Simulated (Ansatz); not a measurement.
## (BP)2(GaN)1 [001] superlattice, started as zinc blende: following an unstable mode

Which phase does (BP)2(GaN)1 [001] superlattice, started as zinc blende fall into along its unstable mode, and how much energy does it gain?

Method: DFT LDA, scalar-relativistic, plane waves, PAW, in Ansatz 0.2.0.

The structure was built from a prototype and need not be the compound's stable phase.

**1. The structure**

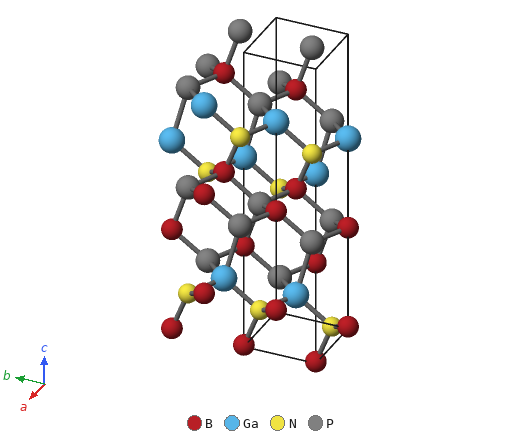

Start, viewed from a free direction; boron red, gallium blue, nitrogen yellow, phosphorus grey. 1×2×1 cells are drawn. This picture shows the conventional cell, with its axes. Some periodic images of atoms are drawn too.

**2. Zone-centre response**

The cell comes from relaxations at this level that are not shown. The zone centre is the only wavevector solved here; it holds the modes that light can see, as far as symmetry allows. No field response is asked, since the mesh shows no gap.

File input.yaml:

```yaml
crystal:
  lattice:
    - [2.2664111837, 2.2664111837, 0.0]
    - [-2.1931281158, 2.1931281158, 0.0]
    - [2.2297696498, 0.036641534, 6.8744289541]
  atoms:
    - { symbol: B, position: [0.0063612515, -0.0063612515, -0.0127225029] }
    - { symbol: B, position: [0.3426650794, 0.6573349206, 0.3146698413] }
    - { symbol: Ga, position: [0.6449598039, 0.3550401961, 0.7100803921] }
    - { symbol: "N", position: [0.0655034774, 0.4344965226, 0.8689930452] }
    - { symbol: P, position: [0.4257869267, 0.0742130733, 0.1484261467] }
    - { symbol: P, position: [0.7647234611, 0.7352765389, 0.4705530779] }
kpoints:
  mp_grid: { grid: [12, 12, 12] }
hamiltonian:
  xc: lda
scf:
  occupations: { method: methfessel_paxton, width: 0.2 }
output:
  eigenvalues: true
phonons:
  method: dfpt
```

On the command line:

```
ansatz run input.yaml --threads 8 --pin off --max-ram 14336MiB --backend cpu --events-out ev --progress --plain --runs-dir out
```

Numbers of over 12 decimals in the logs are rounded to 6 here.

The log of the run:

```text
Warning: crystal.symmetry: narrowed to the stabiliser of the run's FFT grids — unitary ops 4 → 1. A phonons.method: dfpt run fills in the rows of the dynamical matrix that it does not solve by its symmetry operations, which is exact only for operations that map its FFT grids onto themselves: filled in by any other, the frequencies could depend on the order in which like atoms are typed, or, by more than the grids' own error, on where the crystal sits among the grids' points. Excluded: 3 operations. The run can therefore solve more perturbations, solve them on more k-points, or both, and cost more. [rest of the remark cut]
Engine: ansatz 0.2.0, aarch64-unknown-linux-gnu
Pseudopotentials: kind: paw
Pseudopotential: B, paw, valence charge 3, recommended cutoff 420 eV (normal), B.paw.azcp
Pseudopotential: Ga, paw, valence charge 13, recommended cutoff 420 eV (normal), Ga.paw.azcp
Pseudopotential: N, paw, valence charge 5, recommended cutoff 420 eV (normal), N.paw.azcp
Pseudopotential: P, paw, valence charge 5, recommended cutoff 420 eV (normal), P.paw.azcp
Functional definition: SPW92
  exchange = slater_x
  correlation = pw_c
Crystal: 6 atoms, lattice volume = 68.339 Å³
Basis set: ecut = 420 eV, 1331 PW (Γ), exchange–correlation on 48×48×100 points (8 copies of the dense FFT grid, shifted against one another)
Bands: 23, of which v1, the nominal top of the filled ones, is band 17 counted from 1 (16 counted from 0)
Symmetry: 4 space group operations
k-points: 868 of 1728 (irreducible under 1 space group operation, time reversal used)
Non-local potential: B, projectors of the file, l = 0: 2, l = 1: 2, l = 2: 1
Non-local potential: Ga, projectors of the file, l = 0: 2, l = 1: 2, l = 2: 3, l = 3: 1
Non-local potential: N, projectors of the file, l = 0: 2, l = 1: 2, l = 2: 1
Non-local potential: P, projectors of the file, l = 0: 2, l = 1: 2, l = 2: 2
PAW form: soft (Blöchl's): semilocal exchange-correlation on the pseudo side does not see the compensation charge
PAW frozen core: B, regenerated for the run's functional, and the local potential with it (the file was generated under x = pbe(κ = 0.804, μ = 0.219515), c = pbe(β = 0.066725))
PAW frozen core: Ga, regenerated for the run's functional, and the local potential with it (the file was generated under x = pbe(κ = 0.804, μ = 0.219515), c = pbe(β = 0.066725))
PAW frozen core: N, regenerated for the run's functional, and the local potential with it (the file was generated under x = pbe(κ = 0.804, μ = 0.219515), c = pbe(β = 0.066725))
PAW frozen core: P, regenerated for the run's functional, and the local potential with it (the file was generated under x = pbe(κ = 0.804, μ = 0.219515), c = pbe(β = 0.066725))
PAW one-centre angular grid: B, 110 points (default); XC on 64 Gauss nodes
PAW one-centre angular grid: Ga, 590 points (default); XC on 64 Gauss nodes
PAW one-centre angular grid: N, 110 points (default); XC on 64 Gauss nodes
PAW one-centre angular grid: P, 110 points (default); XC on 64 Gauss nodes
Initial density: superposition of atomic densities (neutral atoms: chi_scale 0, normalization atom), corrected by the library's trained network
Initial wavefunctions: pseudopotential atomic-orbital guess
Functional: x = slater, c = lda
SCF iter   1: F=—  HF=-5833.649959 eV  |F-HF|=—  |Δ(HF+E_count)|=         —  Δρ=9.25e-3  dr2=5.76e-2  ethr=1.77e-3  ⟨swp⟩=6.1  Hψ=104236  notcnv=0
preconditioner: auto → Kerker (q_TF=auto, 2.429 Å⁻¹)  [metal: Δε(μ)=0.010 eV  Ē_g=13.473 eV  σ=0.200 eV  W_gap=0.04  n_scr=16 (ndim 8)  ℏωp=26.2 eV  f_vac=0.000  D(μ)=0.76/eV (n_scr^D=2)]
SCF iter   2: F=—  HF=-5833.638205 eV  |F-HF|=—  |Δ(HF+E_count)|=   1.18e-2  S|Δr|=    0.00e0  Δρ=3.96e-3  dr2=9.64e-3  ethr=1.69e-4  ⟨swp⟩=1.3  Hψ=29100  notcnv=0
SCF iter   3: F=—  HF=-5833.635890 eV  |F-HF|=—  |Δ(HF+E_count)|=   2.31e-3  S|Δr|=    0.00e0  Δρ=1.54e-3  dr2=1.72e-3  ethr=2.83e-5  ⟨swp⟩=1.5  Hψ=21417  notcnv=0
SCF iter   4: F=—  HF=-5833.635416 eV  |F-HF|=—  |Δ(HF+E_count)|=   4.75e-4  S|Δr|=    0.00e0  Δρ=3.50e-4  dr2=1.31e-4  ethr=5.05e-6  ⟨swp⟩=2.8  Hψ=34161  notcnv=0
SCF iter   5: F=—  HF=-5833.635394 eV  |F-HF|=—  |Δ(HF+E_count)|=   2.17e-5  S|Δr|=    0.00e0  Δρ=1.51e-4  dr2=2.06e-5  ethr=3.85e-7  ⟨swp⟩=2.2  Hψ=33124  notcnv=0
SCF iter   6: F=—  HF=-5833.635385 eV  |F-HF|=—  |Δ(HF+E_count)|=   8.77e-6  S|Δr|=    0.00e0  Δρ=6.52e-5  dr2=3.87e-6  ethr=6.06e-8  ⟨swp⟩=2.5  Hψ=32765  notcnv=0
SCF iter   7: F=—  HF=-5833.635384 eV  |F-HF|=—  |Δ(HF+E_count)|=   8.60e-7  S|Δr|=    0.00e0  Δρ=2.18e-5  dr2=6.29e-7  ethr=1.14e-8  ⟨swp⟩=2.2  Hψ=33394  notcnv=0
SCF iter   8: F=—  HF=-5833.635384 eV  |F-HF|=—  |Δ(HF+E_count)|=   4.51e-7  S|Δr|=    0.00e0  Δρ=5.56e-6  dr2=6.73e-8  ethr=1.85e-9  ⟨swp⟩=2.1  Hψ=30692  notcnv=0
SCF iter   9: F=—  HF=-5833.635384 eV  |F-HF|=—  |Δ(HF+E_count)|=   8.24e-9  S|Δr|=    0.00e0  Δρ=1.59e-6  dr2=5.87e-9  ethr=1.98e-10  ⟨swp⟩=2.2  Hψ=32892  notcnv=0
SCF iter  10: F=—  HF=-5833.635384 eV  |F-HF|=—  |Δ(HF+E_count)|=   1.15e-9  S|Δr|=    0.00e0  Δρ=5.51e-7  dr2=2.75e-10  ethr=1.73e-11  ⟨swp⟩=2.5  Hψ=33031  notcnv=0
SCF iter  11: F=—  HF=-5833.635384 eV  |F-HF|=—  |Δ(HF+E_count)|=  2.18e-11  S|Δr|=    0.00e0  Δρ=1.85e-7  dr2=3.37e-11  ethr=1.00e-12  ⟨swp⟩=2.5  Hψ=33957  notcnv=0
SCF iter  12: F=-5833.635384 eV  HF=-5833.635384 eV  |F-HF|=4.55e-12  |Δ(HF+E_count)|=  4.55e-12  S|Δr|=    0.00e0  Δρ=7.43e-8  dr2=4.14e-12  ethr=1.00e-12  ⟨swp⟩=11.1  Hψ=115887  notcnv=0
SCF 1 converged in 12 iterations: F = -5833.635384 eV  dr2 = 4.14e-12
  greatest PAW one-centre occupation: 0.995 electrons in one spin orbital (limit 2), on the Ga atom at site 2 (counted from 0), in its partial waves of l = 2
DFPT response loops at Γ: preconditioner auto → Kerker (q_TF=auto, 2.429 Å⁻¹) (partly filled bands, converged f_vac=0.000); β = 1.00, the filter's whole step (`scf.mixing.beta` (0.50) is not read by the response loops under this deck's `scf.mixing.preconditioner`; to damp them name `kerker` or `kerker_dos`, under which they read `scf.mixing.beta`, and type it under 1.00, their step now; both keys bind the ground state too); Broyden in place of MSR1
SCF converged after 12 iterations
Stability not checked: this state was not tested for a lower state beside it, because cold or Methfessel-Paxton smearing, or corrected tetrahedra, fill the levels in a way that the test cannot read (fill_not_monotonic; see scf.lower_state_search)
Free energy (F): -5833.635384 eV
Harris-Foulkes:  -5833.635384 eV  (|F-HF|=4.55e-12)
Internal energy: -5833.634382 eV  (E = F + TS)
E sigma→0 (E₀):  -5833.635134 eV
Entropy (-TS):   -0.001002 eV (-0.167 meV/atom)
Fermi energy:    11.220512 eV
--- Per-component energies (eV) ---
  E_band       = 23.693409
  E_kinetic    = 491.764380
  E_local      = -2656.993546  (includes V_loc(G=0)·N_el)
  E_nonlocal   = 569.707905
  E_hartree    = 1207.091883
  E_xc         = -317.717010
  E_vxc        = -336.540717  (∫ρ·V_xc dr)
  E_paw        = -3257.211570  (= ΣΔE_a)
  E_vpaw       = -458.428325  (= ΣTr[D̂ρ^β])
  E_aug_tail   = -0.000036  (compensation charges beyond the density's cutoff)
  E_ewald      = -1872.411283
  E_core_change = 2.134896  (= ΣΔE_core)
  E_smearing   = -0.001002  (= −TS)
  E_closure    = -0.000000  (closes the sum)
  Σ components = -5833.635384   (vs F -5833.635384, Δ=0.00e0)
--- Band table (eV; the first three rows and the last of 868) ---
  k-point 0: bands = [... 13 lower, 7.3200, 9.1074, 9.6866, 10.5437, 11.4462, 12.0601, 12.7135, 13.9804, ... 2 higher]
  k-point 1: bands = [... 13 lower, 7.3316, 9.0243, 9.6453, 10.5624, 11.4078, 12.0625, 12.7007, 14.0039, ... 2 higher]
  k-point 2: bands = [... 13 lower, 7.3637, 8.7989, 9.5323, 10.6030, 11.3069, 12.0737, 12.6629, 14.0409, ... 2 higher]
  k-point 867: bands = [... 13 lower, 4.7035, 4.8609, 5.8371, 5.9516, 11.3564, 11.7355, 13.4446, 13.6232, ... 2 higher]
--- Phonons (Γ-DFPT): 18 representative perturbations + reference, on 868 of 1728 k-points (Σ response iterations 59) ---
  ASR residual: 1.051e-4 → 0.000e0 eV/Å²; symmetrization residual: 1.881e-6 eV/Å²
  The last average, over the group as it would stand without the narrowing to the FFT grids, took up to 6.464e-6 eV/Å² of the zone centre's force constants
  ASR residual per site (eV/Å²): 8.59e-6 1.46e-5 2.84e-5 1.05e-4 1.28e-5 1.94e-5
  Γ frequencies (cm⁻¹): -117.78 0.00 0.00 0.00 159.28 181.50 273.11 314.58 332.33 372.35 442.43 583.78 597.77 760.05 767.45 795.38 807.67 823.41
  non-analytic LO–TO correction: not included (Born effective charges unavailable; polar crystals: no LO–TO splitting at Γ)
```

Run time: 4.4 min. Hardware: 8 threads of Arm Neoverse V2, shared host; peak memory 5 GiB; 31 min of CPU time.

Reading the cycles: dr2 is the Hartree energy of the density residual (eV), the measure of convergence; HF is the Harris–Foulkes estimate of the energy, which meets the free energy F at convergence.

This step gave:

```yaml
volume_per_atom: 11.39 Å³
gap_on_the_k_mesh: 0 eV
sum_rule_residual_before_enforcement: 1.05e-4 eV/Å²
point_group: mm2
highest_optical_mode_at_the_zone_centre_no_lo_to_term: 823.4 cm⁻¹
lowest_optical_zone_centre_mode: -117.8 cm⁻¹
```

Patterns of degenerate modes are one choice out of their space. The modes at Γ (shares of kinetic energy by element, %) (negative means imaginary):

| mode | frequency (cm⁻¹) | symmetry | B % | Ga % | N % | P % |
| --- | --- | --- | --- | --- | --- | --- |
| 1 | -117.8 | B1 | 63 | 1 | 35 | 1 |
| 2 | 0.0 | acoustic | 13 | 42 | 8 | 37 |
| 3 | 0.0 | acoustic | 13 | 42 | 8 | 37 |
| 4 | 0.0 | acoustic | 13 | 42 | 8 | 37 |
| 5 | 159.3 | B1 | 11 | 32 | 18 | 39 |
| 6 | 181.5 | B2 | 12 | 44 | 2 | 41 |
| 7 | 273.1 | B2 | 20 | 5 | 0 | 75 |
| 8 | 314.6 | A1 | 9 | 53 | 0 | 38 |
| 9 | 332.3 | B1 | 24 | 10 | 20 | 45 |
| 10 | 372.4 | B1 | 15 | 15 | 18 | 52 |
| 11 | 442.4 | A1 | 12 | 0 | 11 | 76 |
| 12 | 583.8 | A1 | 10 | 5 | 58 | 27 |
| 13 | 597.8 | B2 | 6 | 9 | 78 | 7 |
| 14 | 760.0 | B1 | 73 | 0 | 0 | 27 |
| 15 | 767.5 | B2 | 75 | 0 | 4 | 20 |
| 16 | 795.4 | A1 | 82 | 0 | 0 | 18 |
| 17 | 807.7 | A1 | 73 | 0 | 23 | 4 |
| 18 | 823.4 | B2 | 74 | 0 | 7 | 19 |

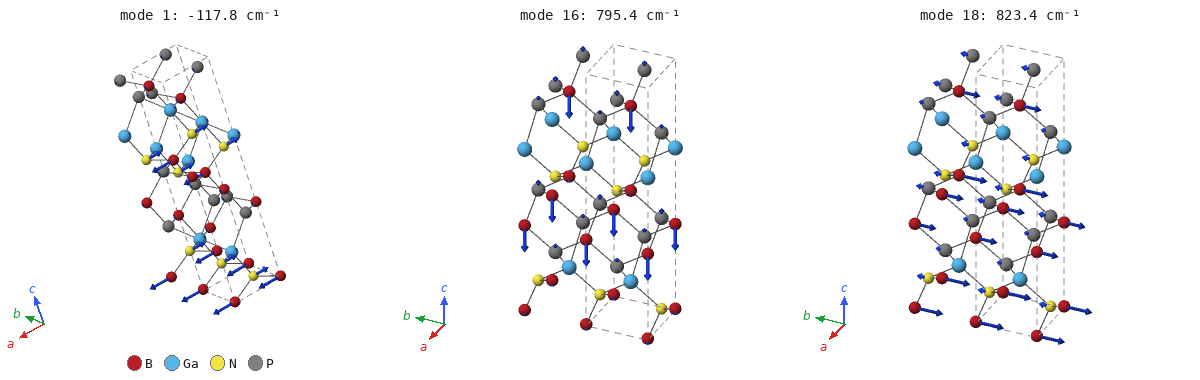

Displacement patterns of modes 1, 16 and 18 at Γ; arrows are exaggerated. 1×2×1 conventional cells are drawn. Some periodic images of atoms are drawn too.

Before it was imposed, the acoustic sum rule was missed by 1.1e-4 eV/Å². Small misses are needed for a sound result but don't prove that mesh and cutoff are converged. The lowest optical mode is imaginary, 117.8i cm⁻¹, so the energy falls along it.

**3. The mode frozen in, largest atomic shift 0 Å**

The mode followed lies at Γ with frequency 117.8i cm⁻¹, the softest among the wavevectors solved. At small amplitude the distorted cell has space group no. 8 by a symmetry search on the positions. The undistorted cell that holds it gives the zero of energy on the same k mesh.

input.yaml, as its differences from that of step 2:

```diff
@@ -6,3 +6,3 @@
   atoms:
-    - { symbol: B, position: [0.0063612515, -0.0063612515, -0.0127225029] }
+    - { symbol: B, position: [0.0063612515, 0.9936387485, 0.9872774971] }
     - { symbol: B, position: [0.3426650794, 0.6573349206, 0.3146698413] }
@@ -19,4 +19,4 @@
 output:
+  forces: true
+  stress: true
   eigenvalues: true
-phonons:
-  method: dfpt
```

The log of the run:

```text
[...]
Crystal: 6 atoms, lattice volume = 68.339 Å³
Basis set: ecut = 420 eV, 1331 PW (Γ)
Bands: 23, of which v1, the nominal top of the filled ones, is band 17 counted from 1 (16 counted from 0)
Symmetry: 4 space group operations
[...]
k-points: 280 of 1728 (time reversal used)
[...]
k-point 0: bands = [... 13 lower, 7.3200, 9.1073, 9.6865, 10.5437, 11.4462, 12.0602, 12.7134, 13.9804, ... 2 higher]
  k-point 1: bands = [... 13 lower, 7.3316, 9.0243, 9.6452, 10.5624, 11.4078, 12.0626, 12.7007, 14.0039, ... 2 higher]
  k-point 2: bands = [... 13 lower, 7.3637, 8.7989, 9.5322, 10.6029, 11.3069, 12.0737, 12.6628, 14.0408, ... 2 higher]
  k-point 279: bands = [... 13 lower, 4.9993, 5.0990, 5.7129, 5.8353, 11.8389, 11.9076, 12.3847, 13.2369, ... 2 higher]
[key lines of the parts left out:]
SCF converged after 8 iterations
Free energy (F): -5833.635383 eV
Fermi energy:    11.220528 eV
P = ⅓ Tr σ = -0.0001 GPa (-0.001 kbar)
```

It took 4.9 s on 8 threads; peak memory 0.65 GiB; 37 s of CPU time.

This step gave:

```
pressure                         : -7.74e-5 GPa
energy from the undistorted cell : 0 meV/atom
```

The run ends at a pressure of 0.00 GPa, with forces up to 1.9e-4 eV/Å.

**4. The mode frozen in, largest atomic shift 0.08 Å**

The atoms are moved along the unstable eigenvector, the largest shift by 0.08 Å, with the cell fixed.

input.yaml, the sections that differ from step 3:

```yaml
crystal:
  lattice:
    - [2.2664111837, 2.2664111837, 0.0]
    - [-2.1931281158, 2.1931281158, 0.0]
    - [2.2297696498, 0.036641534, 6.8744289541]
  atoms:
    - { symbol: B, position: [0.0063612515, 0.9678452064, 0.9872774971] }
    - { symbol: B, position: [0.3426650794, 0.6556302573, 0.3146698413] }
    - { symbol: Ga, position: [0.6449598039, 0.3565899567, 0.7100803921] }
    - { symbol: "N", position: [0.0655034774, 0.4513954715, 0.8689930452] }
    - { symbol: P, position: [0.4257869267, 0.0724720922, 0.1484261467] }
    - { symbol: P, position: [0.7647234611, 0.7354839015, 0.4705530779] }
# kpoints, hamiltonian, scf, output: as in step 3
```

The log of the run:

```text
[...]
Crystal: 6 atoms, lattice volume = 68.339 Å³
Basis set: ecut = 420 eV, 1331 PW (Γ)
Bands: 23, of which v1, the nominal top of the filled ones, is band 17 counted from 1 (16 counted from 0)
Symmetry: 2 space group operations
[...]
k-points: 476 of 1728 (time reversal used)
[...]
k-point 0: bands = [... 13 lower, 7.3018, 9.0618, 9.7137, 10.5420, 11.4374, 12.0514, 12.6833, 13.8328, ... 2 higher]
  k-point 1: bands = [... 13 lower, 7.3133, 8.9832, 9.6718, 10.5578, 11.4023, 12.0532, 12.6696, 13.8400, ... 2 higher]
  k-point 2: bands = [... 13 lower, 7.3449, 8.7687, 9.5574, 10.5924, 11.3087, 12.0635, 12.6297, 13.8543, ... 2 higher]
  k-point 475: bands = [... 13 lower, 4.9690, 5.1114, 5.7149, 5.8350, 11.7757, 11.9471, 12.3768, 13.2297, ... 2 higher]
[key lines of the parts left out:]
SCF converged after 8 iterations
Free energy (F): -5833.636950 eV
Fermi energy:    11.217432 eV
P = ⅓ Tr σ = 0.6173 GPa (6.173 kbar)
```

Elapsed: 7.8 s, on 8 threads; peak memory 0.87 GiB; 59 s of CPU time.

This step gave:

```yaml
pressure: 0.6173 GPa
energy_from_the_undistorted_cell: -0.233 meV/atom
```

The energy, extrapolated to zero smearing, is -0.23 meV/atom against the undistorted cell.

The run ends at a pressure of 0.62 GPa, with forces up to 0.15 eV/Å.

**5. Energy along the mode, all amplitudes (two of the runs are shown above)**

An imaginary frequency means negative curvature, so the energy should fall and then rise again as anharmonic terms take over.

Numbers from this step:

```
depth at the lowest point sampled  : 0.233 meV/atom
largest atomic shift at that point : 0.08 Å
```

Energy from the parent against largest shift of an atom, one sign:

| largest shift of an atom, one sign (Å) | energy from the parent (meV/atom) |
| --- | --- |
| 0.0000 | 0 |
| 0.0400 | -0.094 |
| 0.0800 | -0.233 |
| 0.1400 | 0.712 |
| 0.2200 | 11.2 |

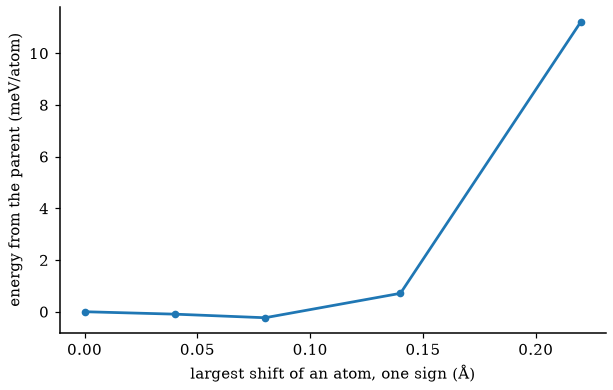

Energy from the parent, plotted against largest shift of an atom, one sign.

Displacement at unit largest shift by atom:

| atom | x (Å) | y (Å) | z (Å) | size |
| --- | --- | --- | --- | --- |
| B1 | 0.707 | -0.707 | 0.000 | 1.000 |
| B2 | 0.047 | -0.047 | 0.000 | 0.066 |
| Ga3 | -0.042 | 0.042 | 0.000 | 0.059 |
| N4 | -0.463 | 0.463 | 0.000 | 0.655 |
| P5 | 0.048 | -0.048 | 0.000 | 0.068 |
| P6 | -0.006 | 0.006 | 0.000 | 0.008 |

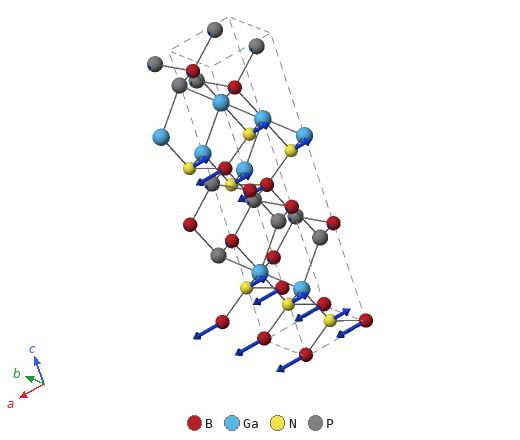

Displacement at unit largest shift as arrows, the longest 1.000 Å. 1×2×1 conventional cells are drawn. Some periodic images of atoms are drawn too.

The lowest of the steps tried is at 0.08 Å, 0.233 meV/atom below the parent; the bottom of the well need not coincide with a step.

[end of part 1 of 3]

[Logs are printed without paths, hosts, clocks, repeated set-up lines and the standing remarks that a program may print on its own settings, such as how far it seeks lower states.]

[Hosts, paths, dates, database ids (printed as entryN), source tags and the programs' standing remarks are cut or masked in the printed files.]
